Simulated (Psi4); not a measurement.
**UPBE0/aug-cc-pVDZ run of C2F3 (trifluorovinyl radical)**

What is the vertical ionisation energy of C2F3 (trifluorovinyl radical) at UPBE0/aug-cc-pVDZ? 

The results are computed with Psi4 1.11.

7 further runs of the same task are left out: 7 that didn't finish.

**1. The molecule**

The species is C2F3 (5 atoms), meant as a doublet with charge 0. As SMILES, `F[C]=C(F)F`. Geometry: relaxed at PBE0-D4/def2-TZVP.

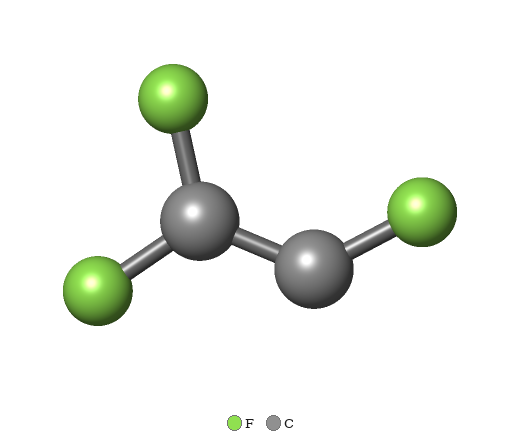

The structure, seen from a chosen angle (fluorine green, carbon grey).

**2. A single-point energy at UPBE0/aug-cc-pVDZ**

Contents of job.py:

```python
import psi4

psi4.set_memory('2200 MB')
psi4.set_num_threads(1)
psi4.core.set_output_file('output.dat', False)

molecule = psi4.geometry("""
0 2
F
C 1 1.296536
C 2 1.311257 1 129.78232
F 3 1.317126 2 124.94673 1 0.00555
F 3 1.31069 2 123.17343 1 -179.9956
symmetry c1
no_reorient
no_com
""")

psi4.set_options({
    'basis': 'aug-cc-pVDZ',
    'reference': 'uks',
    'puream': True,
    'e_convergence': 1e-09,
    'd_convergence': 1e-08,
    'scf_type': 'pk',
    'dft_radial_points': 99,
    'dft_spherical_points': 590,
    'maxiter': 100,
})

e, wfn = psi4.energy('PBE0', return_wfn=True)
psi4.oeprop(wfn, 'DIPOLE', 'LOWDIN_CHARGES', 'QUADRUPOLE', title='PBE0')
print(f'total energy {e:.8f} hartree = {e * 27.211386:.5f} eV')
for k, v in sorted(psi4.core.scalar_variables().items()):
    print(f'{k:45s} {v:18.10f}')
```

Run with:

```sh
$ python job.py
```

output.dat:

```text
[...]
  Running in c1 symmetry.
[...]
  Nuclear repulsion =  163.403984333846466
[...]
  Multiplicity = 2
[...]
  Nalpha       = 20
  Nbeta        = 19
[...]
    Number of basis functions: 115
[...]
   @UKS iter   1:  -375.20451607986774   -2.08885e-01   3.27727e-03 ADIIS/DIIS
[...]
   @UKS iter  15:  -375.27477390600399   -1.08002e-12   8.54066e-09 DIIS
[...]
   @S^2 Observed:                7.647565101E-01
[...]
    Orbital Energies [Eh]
    ---------------------
    Alpha Occupied:
       1A    -24.876009     2A    -24.857157     3A    -24.855136
       4A    -10.425849     5A    -10.370440     6A     -1.355425
       7A     -1.341024     8A     -1.295118     9A     -0.842650
      10A     -0.693064    11A     -0.641980    12A     -0.628581
      13A     -0.574058    14A     -0.547634    15A     -0.536066
      16A     -0.500130    17A     -0.488229    18A     -0.470578
      19A     -0.331623    20A     -0.293523
    Alpha Virtual:
      21A      0.006922    22A      0.017143    23A      0.027099
      24A      0.044423    25A      0.057544    26A      0.085137
[...]
  @UKS Final Energy:  -375.27477390600399
   => Energetics <=
    Nuclear Repulsion Energy =            163.4039843338464664
    One-Electron Energy =                -843.4004974345302799
    Two-Electron Energy =                 336.3974044931294429
    DFT Exchange-Correlation Energy =     -31.6756652984495659
    Empirical Dispersion Energy =           0.0000000000000000
    VV10 Nonlocal Energy =                  0.0000000000000000
    Total Energy =                       -375.2747739060039862
[...]
 Multipole Moments:
 ------------------------------------------------------------------------------------
     Multipole            Electronic (a.u.)      Nuclear  (a.u.)        Total (a.u.)
 ------------------------------------------------------------------------------------
 L = 1.  Multiply by 2.5417464519 to convert [e a0] to [Debye]
 Dipole X            :         -0.0000080           -0.0000057           -0.0000137
 Dipole Y            :         -0.3274759            0.4538456            0.1263697
 Dipole Z            :         -0.0546520           -0.0218181           -0.0764701
 Magnitude           :                                                    0.1477057
 L = 2.  Multiply by 1.3450342976 to convert [e a0^2] to [Debye ang]
 Quadrupole XX       :        -18.7855563            0.0000006          -18.7855557
 Quadrupole XY       :          0.0047818           -0.0047636            0.0000182
[...]
```

Standard output:

```text
total energy -375.27477391 hartree = -10211.74673 eV
CURRENT ENERGY                                   -375.2747739060
CURRENT REFERENCE ENERGY                         -375.2747739060
DD SOLVATION ENERGY                                 0.0000000000
DFT FUNCTIONAL TOTAL ENERGY                      -375.2747739060
DFT TOTAL ENERGY                                 -375.2747739060
DFT VV10 ENERGY                                     0.0000000000
DFT XC ENERGY                                     -31.6756652984
GRID ELECTRONS ALPHA                               20.0000000163
GRID ELECTRONS BETA                                19.0000000252
GRID ELECTRONS TOTAL                               39.0000000415
NUCLEAR REPULSION ENERGY                          163.4039843338
ONE-ELECTRON ENERGY                              -843.4004974345
PCM POLARIZATION ENERGY                             0.0000000000
PE ENERGY                                           0.0000000000
SCF ITERATION ENERGY                             -375.2747739060
SCF ITERATIONS                                     15.0000000000
SCF TOTAL ENERGY                                 -375.2747739060
TWO-ELECTRON ENERGY                               336.3974044931
XC GRID RADIAL POINTS                              99.0000000000
XC GRID SPHERICAL POINTS                          590.0000000000
XC GRID TOTAL POINTS                           284366.0000000000
```

Wall time 27 s (1 thread of Intel Xeon 6975P-C (Granite Rapids), shared host); peak memory 0.77 GiB.

**3. The singlet cation: energy and gradient at PBE0/aug-cc-pVDZ**

Contents of job.inp:

```
memory 2200 MB

molecule {
  1 1
  F      0.577720    -1.033470     1.511080
  C      0.506940     0.038840     0.785720
  C     -0.126500     0.247860    -0.343200
  F     -0.848620    -0.650470    -0.980670
  F     -0.109540     1.397240    -0.972920
  units angstrom
  symmetry c1
}

set basis aug-cc-pVDZ
set puream true
set e_convergence 1e-09
set d_convergence 1e-08
set scf_type pk
set dft_radial_points 99
set dft_spherical_points 590

result, w = gradient("pbe0", return_wfn=True)
oeprop(w, "DIPOLE", "WIBERG_LOWDIN_INDICES", "MULLIKEN_CHARGES", title="PBE0")
```

Run with:

```sh
$ psi4 -n 1 job.inp job.out
```

job.out, shortened:

```text
[...]
  Running in c1 symmetry.
[...]
  Nuclear repulsion =  163.403943792540275
[...]
  Multiplicity = 1
[...]
  Nalpha       = 19
  Nbeta        = 19
[...]
    Number of basis functions: 115
[...]
   @RKS iter   1:  -374.79686577638881    1.98763e-01   2.62663e-03 ADIIS/DIIS
[...]
   @RKS iter  17:  -374.83950790761031    1.19826e-10   5.97352e-09 DIIS
[...]
  @RKS Final Energy:  -374.83950790761031
   => Energetics <=
    Nuclear Repulsion Energy =            163.4039437925402751
    One-Electron Energy =                -831.8764243606262880
    Two-Electron Energy =                 324.9596692403713973
    DFT Exchange-Correlation Energy =     -31.3266965798957138
    Empirical Dispersion Energy =           0.0000000000000000
    VV10 Nonlocal Energy =                  0.0000000000000000
    Total Energy =                       -374.8395079076103116
[...]
  -Total Gradient:
     Atom            X                  Y                   Z
    ------   -----------------  -----------------  -----------------
       1       -0.019419146424    -0.073609292131     0.010770512582
       2        0.026541666528     0.128604730805    -0.030518755253
       3        0.022209407072    -0.065438533463     0.072269786452
       4       -0.025292827033    -0.010266281428    -0.034194360517
       5       -0.004050446320     0.020690111258    -0.018334273576
[...]
 Multipole Moments:
 ------------------------------------------------------------------------------------
     Multipole            Electronic (a.u.)      Nuclear  (a.u.)        Total (a.u.)
 ------------------------------------------------------------------------------------
 L = 1.  Multiply by 2.5417464519 to convert [e a0] to [Debye]
 Dipole X            :          0.4072425            0.2658599            0.6731024
 Dipole Y            :         -0.1251329            0.2003523            0.0752194
 Dipole Z            :          0.7235681            0.3092400            1.0328081
 Magnitude           :                                                    1.2350779
[...]
  Mulliken Charges: (a.u.)
   Center  Symbol    Alpha    Beta     Spin     Total
       1     F     4.57117  4.57117  0.00000 -0.14235
       2     C     2.84222  2.84222  0.00000  0.31557
       3     C     2.32735  2.32735  0.00000  1.34530
[...]
```

It took 30 s on 1 thread of Intel Xeon 6975P-C (Granite Rapids), shared host; peak memory 0.77 GiB.

**4. Summary of results**

At UPBE0/aug-cc-pVDZ:

| quantity | value |
| --- | --- |
| doublet C2F3: total energy | -375.27477 Eh |
| doublet C2F3: dipole moment | 0.38 D |
| doublet C2F3: HOMO energy (highest over α and β) | -7.65 eV |
| doublet C2F3: LUMO energy (lowest over α and β) | -3.47 eV |
| doublet C2F3: ⟨S²⟩ | 0.765 |
| singlet cation: total energy | -374.83951 Eh |
| singlet cation: HOMO energy | -16.23 eV |
| singlet cation: LUMO energy | -14.41 eV |
| singlet cation: HOMO–LUMO gap | 1.82 eV |
| singlet cation: largest force on an atom | 6.932 eV/Å |
| vertical ionisation energy (to the singlet cation) | 11.844 eV |

**Reading.** Removing an electron at fixed nuclei costs 11.84 eV (273 kcal/mol). Only the singlet of the ionised species was computed; a triplet could lie lower. Mulliken charges (singlet cation) run from -0.26 on F4 to +1.35 on C3; in a basis this large or diffuse they mean little.
